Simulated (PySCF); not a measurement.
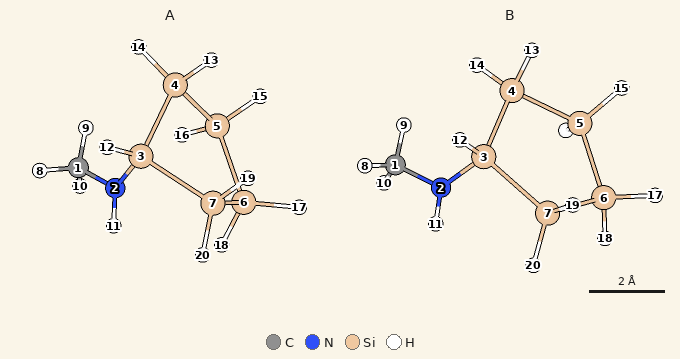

Two geometries of CH13NSi5, drawn at one scale. One is the start of a relaxation, the other its converged end. Style: ball-and-stick. Shown at a tilt.

These are results of PBE0-D3(BJ)/def2-SVP geometry optimisation, gas phase in PySCF 2.14.0, density-fitted response routines, not measurements. 

**Which one is relaxed?**

Structure A is the relaxed one. The start comes from GFN2-xTB. Its atoms were then displaced at random by about 0.01 Å. The energy falls by 10.3 kcal/mol in 21 geometry steps. H16 moves most after the best rigid fit: 1.21 Å. By element the largest moves are H 1.21 Å, C 0.80 Å, Si 0.61 Å, N 0.41 Å. Some distances before and after: Si4–H14 1.439 → 1.497 Å, Si3–Si7 2.301 → 2.343 Å, C1–H10 1.063 → 1.103 Å, Si5–H16 1.459 → 1.497 Å. Bond angles that change, for instance: Si3–Si7–Si6 107.1° → 97.5°, Si3–Si4–Si5 104.9° → 97.1°, Si4–Si3–Si7 108.2° → 100.6°. Groups turn about Si3–Si7 by about 35°, Si3–Si4 by about 35°. Cost: 16 min on 1 thread of Intel(R) Xeon(R) Processor @ 2.50GHz, on a shared host.
